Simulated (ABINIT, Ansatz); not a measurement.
# Na3OBr (Pm-3m): bands and cutoff in G0W0 with ABINIT, part 2 of 2

Wanted: a converged G0W0 gap of Na3OBr (Pm-3m), or an estimate of the limit.

ABINIT 10.8.3; PBEsol and many-body steps on it, plane waves. Known limits of the many-body steps: not at the basis limit; no spin-orbit coupling; coarse k mesh.

So far. Step 3 (Screening, 2×2×2 mesh, 38 bands, screening to 62.6 eV): Local fields lower ε∞ by 8 %. On a Γ-centred mesh this coarse the value itself is usually too large, while a short band sum pulls it down. Step 4 (38 bands, 62.6 eV): The gap on the mesh goes from 1.96 eV to 3.48 eV, a correction of +1.52 eV.

### Step 6. 81 bands, 114.3 eV

This step: G0W0 on PBEsol, plane waves, norm-conserving pseudopotentials.

File run.abi:

```
acell 3*1.0 Angstrom
rprim 
  4.533130000000 0.000000000000 0.000000000000
  0.000000000000 4.533130000000 0.000000000000
  0.000000000000 0.000000000000 4.533130000000
ntypat 3
znucl 11 35 8
natom 5
typat 1 1 1 2 3
xred 
  0.000000000000 0.500000000000 0.500000000000
  0.500000000000 0.000000000000 0.500000000000
  0.500000000000 0.500000000000 0.000000000000
  0.000000000000 0.000000000000 0.000000000000
  0.500000000000 0.500000000000 0.500000000000
pp_dirpath "pseudos"
pseudos "Na.upf, Br.upf, O.upf"
ecut 38
ngkpt 2 2 2
nshiftk 1
shiftk 0 0 0
kptopt 1
chksymbreak 0
istwfk *1
occopt 1
irdwfk 1
optdriver 4
nband 81
gwcalctyp 0
ecutsigx 38
symsigma 1
nkptgw 1
kptgw 
  0.0000000000 0.0000000000 0.0000000000
bdgw 
  18 23
ecuteps 4.2
irdscr 1
ppmodel 1
indata_prefix "in"
outdata_prefix "out"
tmpdata_prefix "tmp"
```

Started as:

```
$ OMP_NUM_THREADS=1 mpirun -n 4 abinit run.abi > log
```

Numbers of over 12 decimals in the logs are rounded to 6 here.

The log of the run:

```text
.Version 10.8.3 of ABINIT. v10.8.2 released Aug 2026.

 Symmetries : space group Pm -3 m (#221); Bravais cP (primitive cubic)
[... echo of the input left out ...]
== DATASET  1 ==================================================================
-   mpi_nproc: 4, omp_nthreads: 1 (-1 if OMP is not activated)

--- !DatasetInfo
iteration_state: {dtset: 1, }
dimensions: {natom: 5, nkpt: 4, mband: 81, nsppol: 1, nspinor: 1, nspden: 1, mpw: 7088, }
cutoff_energies: {ecut:  38.0, pawecutdg:  -1.0, }
electrons: {nelect:   4.00000000E+01, charge:   0.00000000E+00, occopt:   1.00000000E+00, tsmear:   1.00000000E-02, }

 SIGMA: Calculation of the GW corrections

 Based on a program developped by R.W. Godby, V. Olevano, G. Onida, and L. Reining.
 Incorporated in ABINIT by V. Olevano, G.-M. Rignanese, and M. Torrent.
.Using double precision arithmetic ; gwpc =  8

[... cell and pseudopotentials left out ...]
--------------------------------------------------------------------------------

 ==== K-mesh for the wavefunctions ====
 Number of points in the irreducible wedge :     4
[... list of points left out ...]
 Together with 48 symmetry operations and time-reversal symmetry
 yields     8 points in the full Brillouin Zone.

 ==== Q-mesh for screening function ====
 Number of points in the irreducible wedge :     4
[... list of points left out ...]
 Together with 48 symmetry operations and time-reversal symmetry
 yields     8 points in the full Brillouin Zone.

 vcoul_init : cutoff-mode = AUXILIARY_FUNCTION
 q-points for optical limit:   1
     1)      0.000010    0.000020    0.000030
 setmesh: FFT mesh size selected  =    48x   48x   48
          total number of points  =       110592

 Number of electrons calculated from density =   40.0000; Expected =   40.0000
[...]
number of k-points in BZ                            8
 number of q-points in BZ                            8
 number of frequencies for dSigma/dE                 9
 frequency step for dSigma/dE [eV]                0.25
 number of omega for Sigma on real axis              0
 max omega for Sigma on real axis  [eV]           0.00
 zcut for avoiding poles [eV]                     0.10

 EPSILON^-1 parameters (SCR file):
 dimension of the eps^-1 matrix on file            251
 dimension of the eps^-1 matrix used               251
 number of plane-waves for wavefunctions          7075
 number of bands                                    81
 number of q-points in IBZ                           4
 number of frequencies                               2
 number of real frequencies                          1
 number of imag frequencies                          1

 matrix elements of self-energy operator (all in [eV])

 Perturbative Calculation

--- !SelfEnergy_ee
iteration_state: {dtset: 1, }
kpoint     : [   0.000,    0.000,    0.000, ]
spin       : 1
KS_gap     :    1.960
QP_gap     :    3.260
Delta_QP_KS:    1.300
data: !SigmaeeData |
     Band     E0 <VxcDFT>   SigX SigC(E0)      Z dSigC/dE  Sig(E)    E-E0       E
       18   1.551 -17.848 -23.042   4.605   0.740  -0.351 -18.284  -0.436   1.115
       19   1.551 -17.848 -23.042   4.605   0.740  -0.351 -18.284  -0.436   1.115
       20   1.551 -17.848 -23.042   4.605   0.740  -0.351 -18.284  -0.436   1.115
       21   3.511  -8.394  -4.327  -3.029   0.833  -0.201  -7.530   0.864   4.375
       22   6.438  -7.179  -2.942  -3.235   0.836  -0.196  -6.341   0.838   7.276
       23   6.438  -7.179  -2.942  -3.235   0.836  -0.196  -6.341   0.838   7.276

== END DATASET(S) ==============================================================
================================================================================

 -outvars: echo values of variables after computation  --------
           etotal      0.0000000000E+00
            nband          81
             nkpt           4
          spgroup         221
 [... the other variables as echoed above ...]

 Calculation completed.
```

Elapsed: 4.9 s, on 4 MPI ranks of Arm Neoverse V1, shared host; peak memory 0.8 GiB; 19 s of CPU time.

This step gave:

* G0W0 gap on the points computed: 3.26 eV
* starting gap on the mesh: 1.960 eV
* k of the valence top: 0, 0, 0
* k of the conduction bottom: 0, 0, 0
* Z at the valence top: 0.74
* Z at the conduction bottom: 0.833
* least direct G0W0 gap on the computed points: 3.26 eV

Against G0W0 in ABINIT (2×2×2 mesh, 38 bands, screening to 62.6 eV, Godby-Needs plasmon pole), the gap moves by −0.224 eV.

### Step 7. Screening, 2×2×2 mesh, 171 bands, screening to 176.9 eV

This step: RPA screening on PBEsol, plane waves, norm-conserving pseudopotentials.

run.abi, as its differences from that of step 6:

```diff
@@ -26,15 +26,8 @@
 irdwfk 1
-optdriver 4
-nband 81
-gwcalctyp 0
-ecutsigx 38
-symsigma 1
-nkptgw 1
-kptgw 
-  0.0000000000 0.0000000000 0.0000000000
-bdgw 
-  18 23
-ecuteps 4.2
-irdscr 1
-ppmodel 1
+optdriver 3
+nband 171
+ecuteps 6.5
+inclvkb 2
+awtr 1
+symchi 1
 indata_prefix "in"
```

The log of the run:

```text
.Version 10.8.3 of ABINIT. v10.8.2 released Aug 2026.

 Symmetries : space group Pm -3 m (#221); Bravais cP (primitive cubic)
[... echo of the input left out ...]
== DATASET  1 ==================================================================
-   mpi_nproc: 4, omp_nthreads: 1 (-1 if OMP is not activated)

--- !DatasetInfo
iteration_state: {dtset: 1, }
dimensions: {natom: 5, nkpt: 4, mband: 171, nsppol: 1, nspinor: 1, nspden: 1, mpw: 7088, }
cutoff_energies: {ecut:  38.0, pawecutdg:  -1.0, }
[...]
--------------------------------------------------------------------------------
[... chi0 elements left out ...]
 For q-point:  0.000010 0.000020 0.000030
  dielectric constant =   4.3756
  dielectric constant without local fields =   4.8646

  Average fulfillment of the sum rule on Im[epsilon] for q-point    1 :     56.42  [%]
[... wings left out ...]
  q-point number  2        q = ( 0.500000, 0.000000, 0.000000) [r.l.u.]
--------------------------------------------------------------------------------
[... chi0 elements left out ...]
  Average fulfillment of the sum rule on Im[epsilon] for q-point    2 :     61.40  [%]

 [... 2 further q-points ...]
```

Wall time 31 s (4 MPI ranks); peak memory 1.2 GiB; 2.1 min of CPU time.

This step gave:

```yaml
eps_infinity_with_local_fields_on_this_mesh_along_the_program_s_q_direction: 4.376
the_same_without_local_fields: 4.865
plasma_frequency: 24.33 eV
plane_waves_in_the_screening_matrix: 485
```

### Step 8. 171 bands, 176.9 eV

This step: G0W0 on PBEsol, plane waves, norm-conserving pseudopotentials.

run.abi, as its differences from that of step 7:

```diff
@@ -26,8 +26,15 @@
 irdwfk 1
-optdriver 3
+optdriver 4
 nband 171
+gwcalctyp 0
+ecutsigx 38
+symsigma 1
+nkptgw 1
+kptgw 
+  0.0000000000 0.0000000000 0.0000000000
+bdgw 
+  18 23
 ecuteps 6.5
-inclvkb 2
-awtr 1
-symchi 1
+irdscr 1
+ppmodel 1
 indata_prefix "in"
```

The log of the run:

```text
.Version 10.8.3 of ABINIT. v10.8.2 released Aug 2026.

 Symmetries : space group Pm -3 m (#221); Bravais cP (primitive cubic)
[... echo of the input left out ...]
== DATASET  1 ==================================================================
-   mpi_nproc: 4, omp_nthreads: 1 (-1 if OMP is not activated)

--- !DatasetInfo
iteration_state: {dtset: 1, }
dimensions: {natom: 5, nkpt: 4, mband: 171, nsppol: 1, nspinor: 1, nspden: 1, mpw: 7088, }
cutoff_energies: {ecut:  38.0, pawecutdg:  -1.0, }
[...]
21   3.511  -8.394  -4.327  -3.224   0.833  -0.201  -7.692   0.703   4.213
       22   6.438  -7.179  -2.942  -3.434   0.836  -0.196  -6.507   0.672   7.110
       23   6.438  -7.179  -2.942  -3.434   0.836  -0.196  -6.507   0.672   7.110

== END DATASET(S) ==============================================================
================================================================================

 -outvars: echo values of variables after computation  --------
           etotal      0.0000000000E+00
            nband         171
             nkpt           4
          spgroup         221
 [... the other variables as echoed above ...]

 Calculation completed.
```

Elapsed: 15 s, on 4 MPI ranks; peak memory 1.1 GiB.

Numbers from this step:

```yaml
g0w0_gap_on_the_points_computed: 3.31 eV
starting_gap_on_the_mesh: 1.960 eV
k_of_the_valence_top: 0, 0, 0
k_of_the_conduction_bottom: 0, 0, 0
least_direct_g0w0_gap_on_the_computed_points: 3.31 eV
```

Against G0W0 in ABINIT (2×2×2 mesh, 81 bands, screening to 114.3 eV, Godby-Needs plasmon pole), the gap moves by +0.050 eV.

### Step 9. The runs together

Times are wall times on 4 MPI ranks of Arm Neoverse V1, shared host, good to a factor of about two. A run's time includes the screening step that it read.

| run | mesh | bands | screening cutoff (eV) | DFT gap (eV) | gap on the mesh (eV) | direct (eV) | ε∞ used | time |
| --- | --- | --- | --- | --- | --- | --- | --- | --- |
| 38 bands, 62.6 eV | 2×2×2 | 38 | 62.6 | 1.960 | 3.484 | 3.484 | 4.34 | 8.6 s |
| 81 bands, 114.3 eV | 2×2×2 | 81 | 114.3 | 1.960 | 3.260 | 3.260 | 4.37 | 15 s |
| 171 bands, 176.9 eV | 2×2×2 | 171 | 176.9 | 1.960 | 3.310 | 3.310 | 4.38 | 46 s |

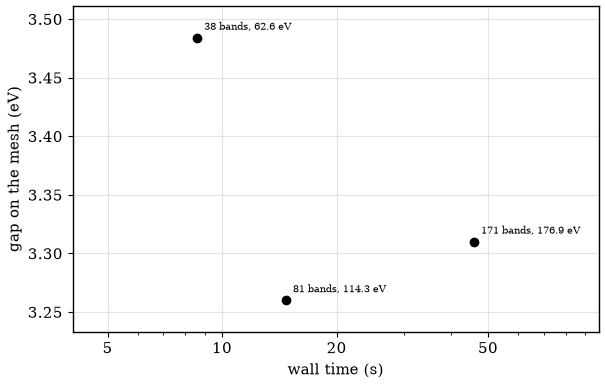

Result against wall time.

### Step 10. Summary of results

```
38 bands, 62.6 eV   : 3.484 eV
81 bands, 114.3 eV  : 3.260 eV
171 bands, 176.9 eV : 3.310 eV
known limits        : not at the basis limit; no spin-orbit coupling; coarse k mesh
```

From the first rung to the last the gap moves by −0.17 eV for 5.3 times the time. The gap turns back along the series, so no limit is drawn from it. In the G0W0 runs levels were corrected at 1 k point alone, so a gap called «on the mesh» is the least over those, and an edge elsewhere would be missed. The 2×2×2 mesh is coarse for this cell, which bears on the long-range parts of exchange and screening. The many-body steps are scalar-relativistic: spin-orbit coupling is not in them.

[Paths, hosts, dates, memory and timing lines, banners, echoed tables and standing remarks are left out of the program output.]

[Logs are printed without paths, hosts, clocks, repeated set-up lines and the standing remarks that a program may print on its own settings, such as how far it seeks lower states.]

[Runs of the session that timed out or met a known fault of the program may be left out.]

[Hosts, paths, dates, database ids (printed as entryN), source tags and the programs' standing remarks are cut or masked in the printed files.]

[G0W0 gaps are taken among the corrected bands and points alone; a level outside them can change the order at an edge.]

[Where Ansatz stands beside ABINIT at settings called matched, ABINIT's density can come from a denser mesh and the files from another edition; pairs whose starting gaps differed by over 0.03 eV were left out, so agreement reads better than it is.]
